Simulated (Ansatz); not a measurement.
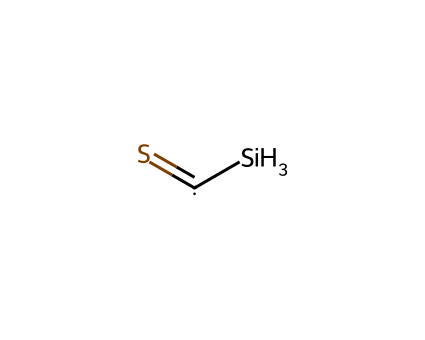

The species is neutral and a spin doublet. The geometry was computed by an optimisation with PBE0-D4/def2-TZVP. No frequency run is at hand to confirm it as a minimum. Method: UHF-CCSD(T), frozen core/def2-TZVPP (Ansatz 0.2.0).

**Estimate the ⟨S²⟩ of the determinant.**

0.965.

**Give the T1 diagnostic at this level.**

0.045.

The determinant isn't a pure spin state (⟨S²⟩ up to 0.97).
